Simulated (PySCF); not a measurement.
CH7OSi2: EPR calculation

The run: EPR calculation of CH7OSi2, multiplicity 2. Method and program: UKS B3LYP, IGLO-III on C O Si, pcH-1 on H, non-relativistic, mean-field spin-orbit, GIAO (PySCF 2.14.0).

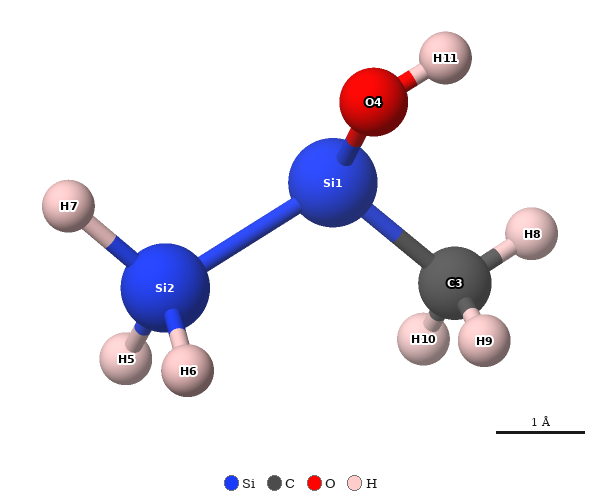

The structure (ball-and-stick view, seen at a tilt; atoms are numbered from 1 in the order of the input). Bond lengths as drawn: C–H 1.10 Å, C–Si 1.89 Å, H–O 0.96 Å, H–Si 1.49 to 1.50 Å, O–Si 1.68 Å and Si–Si 2.34 Å.

## Input
```
{"job": {"kind": "epr"}, "charge": 0, "multiplicity": 2}
Si    -0.154230    -0.463612     0.664328
Si     1.890491     0.034681    -0.360690
C     -1.602182    -0.294935    -0.536818
O     -0.309562     0.582851     1.971495
H      2.064068    -0.903873    -1.514740
H      1.955766     1.437711    -0.887059
H      3.022904    -0.169657     0.592932
H     -2.556577    -0.596338    -0.076432
H     -1.701606     0.747229    -0.884492
H     -1.436124    -0.939651    -1.414348
H     -1.140064     0.537124     2.456137
```

The first line tells a small driver script what to run in PySCF; the rest is the geometry in Å.

Run as:
```bash
OMP_NUM_THREADS=1 python <driver script> task.json out
```

## Output
```
UKS, coarse grid
  cycle   1  E = -696.50702890  |g| = 6.11e-01
  cycle   2  E = -696.11040281  |g| = 1.16e+00
  cycle   3  E = -696.63553673  |g| = 1.38e-01
  cycle   4  E = -696.64262731  |g| = 6.10e-02
  cycle   5  E = -696.64445332  |g| = 9.15e-03
  cycle   6  E = -696.64450091  |g| = 2.33e-03
  cycle   7  E = -696.64450433  |g| = 7.10e-04
UKS, final grid
  cycle   1  E = -696.64453819  |g| = 5.41e-04
  cycle   2  E = -696.64453821  |g| = 5.72e-04
  cycle   3  E = -696.64453833  |g| = 1.55e-04
  cycle   4  E = -696.64453833  |g| = 2.84e-05
E = -696.64453833 Eh   <S^2> = 0.7522 (exact 0.7500)
g shifts (ppm)      1          2          3
  rmc          -158       -158       -158
  gc             52         11         67
  oz_so        -608       -163       2247
  total        -715       -310       2156
hyperfine (MHz)  atom isotope    a_iso     a_fc   dipolar eigenvalues
    0  29Si    -492.88    -494.02   -143.64     71.36     72.28
    1  29Si     -92.30     -92.44    -18.05      7.34     10.71
    2   13C      38.22      38.20     -5.14     -4.14      9.29
    3   17O     -10.16     -10.09    -31.42     15.18     16.24
    4    1H      -5.02      -5.02     -2.67     -1.23      3.89
    5    1H      60.24      60.24     -2.43     -0.36      2.79
    6    1H      -6.12      -6.11     -2.51     -1.20      3.71
    7    1H       9.54       9.54     -4.62     -2.71      7.33
    8    1H      54.64      54.64     -4.01      0.17      3.84
    9    1H      -3.34      -3.35     -4.18     -1.99      6.17
   10    1H      -3.81      -3.85     -8.83     -4.07     12.89
```

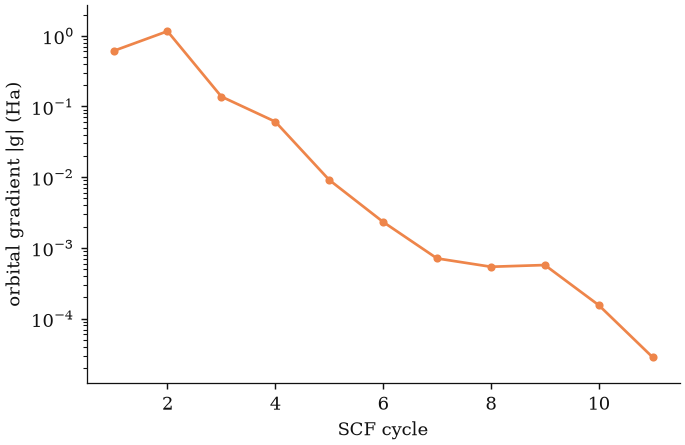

Convergence of the self-consistent field: orbital gradient |g| against the SCF cycle. All cycles printed in the log are drawn one after another.

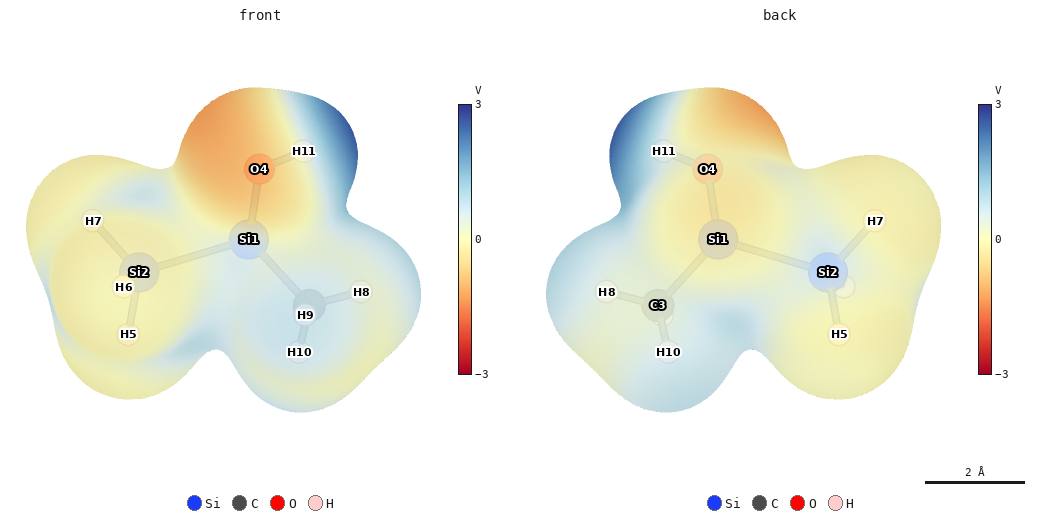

The molecular electrostatic potential painted on the density surface at 0.002 e/bohr³, seen face on and from behind; red is negative and blue positive.

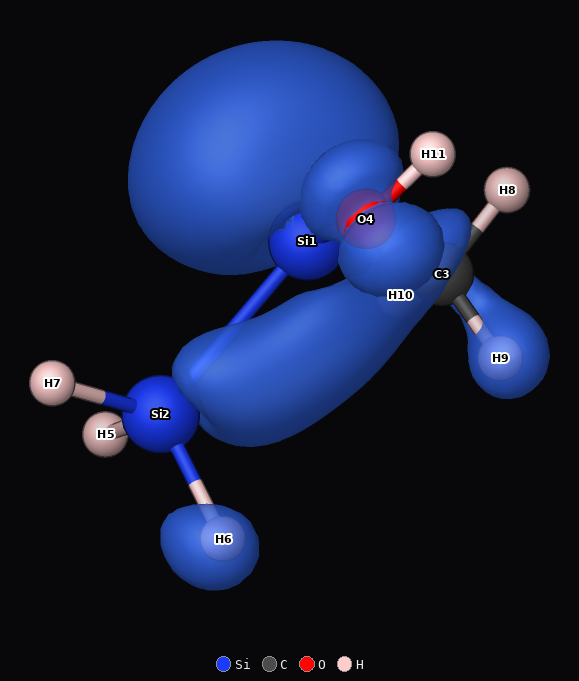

Isosurfaces of the spin density at +0.015 (blue) and −0.015 e/Å³ (red), seen at an oblique angle. The unpaired spin (1 electron) lies mostly on Si1 (about 0.7), Si2 (about 0.1) and O4 (about 0.1), in electrons by Hirshfeld's partition. Only one sign reaches the isovalue.

## Results in brief

- outcome: converged
- total energy: −696.644538 hartree
- ⟨S²⟩: 0.752
- isotropic g: 2.0027
- hardware: 1 CPU thread, shared host
- wall time: 34 s
- peak memory: 0.78 GiB
